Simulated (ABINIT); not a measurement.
**A GW chain in ABINIT: PbO (P4/nmm)**

How does a plane-wave GW calculation on PbO (P4/nmm) run from the first input to the gap?

Program: ABINIT 10.8.3. Level of theory: PBE and many-body steps on it, plane waves. Results are calculated unless marked as measured.

The database entry behind the starting cell differs from later determinations by our own check (c about 1 % long), so it need not match the best structure at ambient conditions.

### Step 1. The structure

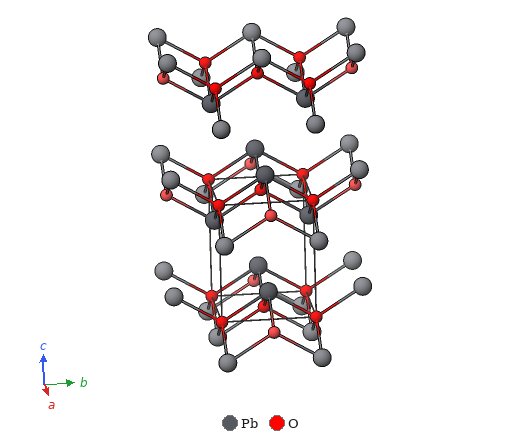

The starting structure, seen slightly off an axis (lead dark grey, oxygen red). 1×1×2 cells are drawn. Some periodic images of atoms are drawn too.

 The runs that relaxed it are not among those shown.

### Step 2. Ground state

This step: ABINIT 10.8.3; DFT, PBE with spin-orbit coupling, plane waves, norm-conserving pseudopotentials.

The ground-state density comes first.

Contents of run.abi:

```
acell 3*1.0 Angstrom
rprim 
  3.960000000000 0.000000000000 0.000000000000
  0.000000000000 3.960000000000 0.000000000000
  0.000000000000 0.000000000000 5.070000000000
ntypat 2
znucl 82 8
natom 4
typat 1 1 2 2
xred 
  0.000000000000 0.500000000000 0.238990104020
  0.500000000000 0.000000000000 0.761009895980
  0.000000000000 0.000000000000 0.000000000000
  0.500000000000 0.500000000000 0.000000000000
pp_dirpath "pseudos"
pseudos "Pb.upf, O.upf"
ecut 42
nspinor 2
ngkpt 4 4 4
nshiftk 1
shiftk 0 0 0
kptopt 1
chksymbreak 0
nband 68
occopt 1
tolvrs 1e-10
nstep 60
prtwf 0
optforces 0
optstress 0
indata_prefix "in"
outdata_prefix "out"
tmpdata_prefix "tmp"
```

Launch:

```bash
$ OMP_NUM_THREADS=1 mpirun -n 4 abinit run.abi > log
```

Numbers of over 12 decimals in the logs are rounded to 6 here.

Output:

```text
.Version 10.8.3 of ABINIT. v10.8.2 released Aug 2026.

 Symmetries : space group P4/n m m (#129); Bravais tP (primitive tetrag.)
================================================================================
 Values of the parameters that define the memory need of the present run
     intxc =       0    ionmov =       0      iscf =       7    lmnmax =      18
     lnmax =      18     mgfft =      60  mpssoang =       5    mqgrid =    3001
     natom =       4  nloc_mem =       1    nspden =       1   nspinor =       2
    nsppol =       1      nsym =      16    n1xccc =    2501    ntypat =       2
    occopt =       1   xclevel =       2
-    mband =          68        mffmem =           1         mkmem =           5
       mpw =        7032          nfft =      121500          nkpt =          18
================================================================================
  Rough estimation (10% accuracy) of disk space for files :
================================================================================

--------------------------------------------------------------------------------
------------- Echo of variables that govern the present computation ------------
--------------------------------------------------------------------------------
 -outvars: echo values of preprocessed input variables --------
            acell      1.8897261259E+00  1.8897261259E+00  1.8897261259E+00 Bohr

      chksymbreak           0
             ecut      4.20000000E+01 Hartree
-          fftalg         312

              ixc     -101130
              kpt      0.00000000E+00  0.00000000E+00  0.00000000E+00
                       2.50000000E-01  0.00000000E+00  0.00000000E+00
                       5.00000000E-01  0.00000000E+00  0.00000000E+00
                       2.50000000E-01  2.50000000E-01  0.00000000E+00
                       5.00000000E-01  2.50000000E-01  0.00000000E+00
                       5.00000000E-01  5.00000000E-01  0.00000000E+00
                       0.00000000E+00  0.00000000E+00  2.50000000E-01
                       2.50000000E-01  0.00000000E+00  2.50000000E-01
                       5.00000000E-01  0.00000000E+00  2.50000000E-01
   [... 7 further rows ...]
                       5.00000000E-01  2.50000000E-01  5.00000000E-01
                       5.00000000E-01  5.00000000E-01  5.00000000E-01
         kptrlatt        4    0    0      0    4    0      0    0    4
          kptrlen      2.99332618E+01
P           mkmem           5
            natom           4
            nband          68
            ngfft          45      45      60
             nkpt          18
          nspinor           2
            nstep          60
             nsym          16
           ntypat           2
              occ      1.000000  1.000000  1.000000  1.000000  1.000000  1.000000
                       1.000000  1.000000  1.000000  1.000000  1.000000  1.000000
                       1.000000  1.000000  1.000000  1.000000  1.000000  1.000000
                       1.000000  1.000000  1.000000  1.000000  1.000000  1.000000
                       1.000000  1.000000  1.000000  1.000000  1.000000  1.000000
                       1.000000  1.000000  1.000000  1.000000  1.000000  1.000000
                       1.000000  1.000000  1.000000  1.000000  1.000000  1.000000
                       1.000000  1.000000  1.000000  1.000000  1.000000  1.000000
                       1.000000  1.000000  1.000000  1.000000  1.000000  1.000000
                       1.000000  1.000000  0.000000  0.000000  0.000000  0.000000
                       0.000000  0.000000  0.000000  0.000000  0.000000  0.000000
                       0.000000  0.000000
        optforces           0
        optstress           0
            prtwf           0
            rprim      3.9600000000E+00  0.0000000000E+00  0.0000000000E+00
[...]
spgroup         129

           tolvrs      1.00000000E-10

             xred      0.0000000000E+00  5.0000000000E-01  2.3899010402E-01
[...]
znucl       82.00000    8.00000

================================================================================

 chkinp: Checking input parameters for consistency.

================================================================================
== DATASET  1 ==================================================================
-   mpi_nproc: 4, omp_nthreads: 1 (-1 if OMP is not activated)

--- !DatasetInfo
iteration_state: {dtset: 1, }
dimensions: {natom: 4, nkpt: 18, mband: 68, nsppol: 1, nspinor: 2, nspden: 1, mpw: 7032, }
cutoff_energies: {ecut:  42.0, pawecutdg:  -1.0, }
electrons: {nelect:   5.60000000E+01, charge:   0.00000000E+00, occopt:   1.00000000E+00, tsmear:   1.00000000E-02, }

 Real(R)+Recip(G) space primitive vectors, cartesian coordinates (Bohr,Bohr^-1):
 R(1)=  7.4833155  0.0000000  0.0000000  G(1)=  0.1336306  0.0000000  0.0000000
 R(2)=  0.0000000  7.4833155  0.0000000  G(2)=  0.0000000  0.1336306  0.0000000
 R(3)=  0.0000000  0.0000000  9.5809115  G(3)=  0.0000000  0.0000000  0.1043742
 Unit cell volume ucvol=  5.3653114E+02 bohr^3
 Angles (23,13,12)=  9.00000000E+01  9.00000000E+01  9.00000000E+01 degrees

 getcut: wavevector=  0.0000  0.0000  0.0000  ngfft=  45  45  60
         ecut(hartree)=     42.000   => boxcut(ratio)=   2.01544

[...]
2    3.444475    0.437989    0.001358    0.000148
  spin-orbit 1    1.483409   -0.533195    0.099372   -0.022495
  spin-orbit 2    0.179886   -0.057429    0.015711   -0.000831
 pspatm: atomic psp has been read  and splines computed

- O Generated using ONCVPSP code by D. R. Hamann
-  8.00000   6.00000  180506                  znucl, zion, pspdat
12 -101130 2 -1 936                           pspcod,pspxc,lmax,lloc,mmax
     nproj     2     2     2     0
     spin-orbit psp
        nprojso     2     2     0
  pspatm : epsatm=    6.17039871
         --- l  ekb(1:nproj) -->
[...]
spin-orbit 1    0.007283    0.002190
  spin-orbit 2   -0.000439    0.000281
 pspatm: atomic psp has been read  and splines computed

   3.73613257E+03                                ecore*ucvol(ha*bohr**3)
--------------------------------------------------------------------------------

_setup2: Arith. and geom. avg. npw (full set) are    6975.797    6975.778

================================================================================

--- !BeginCycle
iteration_state: {dtset: 1, }
solver: {iscf: 7, nstep: 60, nline: 4, wfoptalg: 0, }
tolerances: {tolvrs: 1.00E-10, }

     iter   Etot(hartree)      deltaE(h)  residm     vres2
 ETOT  1  -452.21472564283    -4.522E+02 1.898E-01 2.439E+03
 ETOT  2  -452.07643296290     1.383E-01 2.804E-02 5.291E+03
 ETOT  3  -453.05914623661    -9.827E-01 2.042E-02 3.069E+02
 ETOT  4  -453.07817367044    -1.903E-02 1.282E-02 1.885E+02
 ETOT  5  -453.08178184837    -3.608E-03 3.251E-03 1.104E+02
 ETOT  6  -453.09533414974    -1.355E-02 3.380E-03 1.910E+00
 ETOT  7  -453.09591415947    -5.800E-04 5.393E-04 1.199E-01
 ETOT  8  -453.09592755412    -1.339E-05 4.151E-04 9.079E-02
 ETOT  9  -453.09594489490    -1.734E-05 7.999E-05 7.760E-03
 ETOT 10  -453.09594536708    -4.722E-07 5.251E-05 7.159E-06
 ETOT 11  -453.09594536782    -7.455E-10 1.379E-05 9.554E-07
 ETOT 12  -453.09594536802    -2.008E-10 6.587E-06 1.865E-09
 ETOT 13  -453.09594536801     1.370E-11 2.360E-06 1.818E-10
 ETOT 14  -453.09594536801     3.070E-12 8.343E-07 4.406E-12

 At SCF step   14       vres2   =  4.41E-12 < tolvrs=  1.00E-10 =>converged.

--- !ResultsGS
iteration_state: {dtset: 1, }
comment   : Summary of ground state results
lattice_vectors:
- [  7.4833155,   0.0000000,   0.0000000, ]
- [  0.0000000,   7.4833155,   0.0000000, ]
- [  0.0000000,   0.0000000,   9.5809115, ]
lattice_lengths: [   7.48332,    7.48332,    9.58091, ]
lattice_angles: [ 90.000,  90.000,  90.000, ] # degrees, (23, 13, 12)
lattice_volume:   5.3653114E+02
convergence: {deltae:  3.070E-12, res2:  4.406E-12, residm:  8.343E-07, diffor:  0.000E+00, }
etotal    :  -4.53095945E+02
entropy   :   0.00000000E+00
fermie    :   2.59761334E-01
cartesian_stress_tensor: null
pressure_GPa: null
xred      :
- [  0.0000E+00,   5.0000E-01,   2.3899E-01, Pb]
- [  5.0000E-01,   0.0000E+00,   7.6101E-01, Pb]
- [  0.0000E+00,   0.0000E+00,   0.0000E+00,  O]
- [  5.0000E-01,   5.0000E-01,   0.0000E+00,  O]
cartesian_forces: null
force_length_stats: {min: null, max: null, mean: null, }

 Integrated electronic density in atomic spheres:
 ------------------------------------------------
 Atom  Sphere_radius  Integrated_density
[...]
4        2.00000          6.11583597
================================================================================

 ----iterations are completed or convergence reached----

 Mean square residual over all n,k,spin=   13.726E-10; max=  83.428E-08
 reduced coordinates (array xred) for    4 atoms
       0.000000000000      0.500000000000      0.238990104020
       0.500000000000      0.000000000000      0.761009895980
       0.000000000000      0.000000000000      0.000000000000
       0.500000000000      0.500000000000      0.000000000000
 rms dE/dt=  0.0000E+00; max dE/dt=  0.0000E+00; dE/dt below (all hartree)
    1       0.000000000000      0.000000000000      0.000000000000
    2       0.000000000000      0.000000000000      0.000000000000
    3       0.000000000000      0.000000000000      0.000000000000
    4       0.000000000000      0.000000000000      0.000000000000

 cartesian coordinates (angstrom) at end:
    1      0.000000     1.980000     1.211680
    2      1.980000     0.000000     3.858320
    3      0.000000     0.000000     0.000000
    4      1.980000     1.980000     0.000000
 length scales=  1.889726125908  1.889726125908  1.889726125908 bohr
              =  1.000000000000  1.000000000000  1.000000000000 angstroms
 prteigrs : about to open file out_EIG
 Fermi (or HOMO) energy (hartree) =   0.25976   Average Vxc (hartree)=  -0.37424
 Eigenvalues (hartree) for nkpt=  18  k points:
 kpt#   1, nband= 68, wtk=  0.01563, kpt=  0.0000  0.0000  0.0000 (reduced coord)
  -4.82024   -4.82024   -4.82024   -4.82024   -3.29284   -3.29284   -3.29284   -3.29284
  -2.47250   -2.47250   -2.47248   -2.47248   -2.47237   -2.47237   -2.47233   -2.47233
  -0.41670   -0.41670   -0.40609   -0.40609   -0.37829   -0.37829   -0.37794   -0.37794
  -0.37592   -0.37592   -0.34309   -0.34309   -0.28842   -0.28842   -0.28424   -0.28424
  -0.28343   -0.28343   -0.28316   -0.28316   -0.27897   -0.27897   -0.25135   -0.25135
  -0.00537   -0.00537    0.01302    0.01302    0.09538    0.09538    0.10886    0.10886
   0.19416    0.19416    0.19456    0.19456    0.20154    0.20154    0.25976    0.25976
   0.34194    0.34194    0.41980    0.41980    0.45025    0.45025    0.48057    0.48057
   0.49836    0.49836    0.52797    0.52797
 prteigrs : prtvol=0 or 1, do not print more k-points.

--- !EnergyTerms
iteration_state     : {dtset: 1, }
comment             : Components of total free energy in Hartree
kinetic             :  1.40569496460429E+02
hartree             :  1.32804068304924E+02
xc                  : -7.63963023649105E+01
Ewald energy        : -2.48977199316495E+02
psp_core            :  6.96349622914345E+00
local_psp           : -4.29936387215777E+02
non_local_psp       :  2.18768825346793E+01
total_energy        : -4.53095945368006E+02
total_energy_eV     : -1.23293687758967E+04
band_energy         : -5.81578057441793E+01

== END DATASET(S) ==============================================================
================================================================================

 -outvars: echo values of variables after computation  --------
           etotal     -4.5309594537E+02
            nband          68
             nkpt          18
          spgroup         129
 [... the other variables as echoed above ...]

 Calculation completed.
```

Elapsed: 5.8 min, on 4 MPI ranks of Arm Neoverse V2, shared host; peak memory 0.65 GiB.

This step gave:

```
total energy               : -12329.3688 eV
gap                        : 1.091 eV
k of the valence top       : 0, 0, 0
k of the conduction bottom : 0.5, 0.5, 0
least direct gap           : 2.154 eV
```

The gap is indirect, with the least direct gap 1.06 eV higher.

(Part 1 of 3 ends here.)

[Paths, hosts, dates, memory and timing lines, banners, echoed tables and standing remarks are left out of the program output.]

[Logs are printed without paths, hosts, clocks, repeated set-up lines and the standing remarks that a program may print on its own settings, such as how far it seeks lower states.]

[Runs of the session that timed out or met a known fault of the program may be left out.]

[Hosts, paths, dates, database ids (printed as entryN), source tags and the programs' standing remarks are cut or masked in the printed files.]

[G0W0 gaps are taken among the corrected bands and points alone; a level outside them can change the order at an edge.]

[Where Ansatz stands beside ABINIT at settings called matched, ABINIT's density can come from a denser mesh and the files from another edition; pairs whose starting gaps differed by over 0.03 eV were left out, so agreement reads better than it is.]
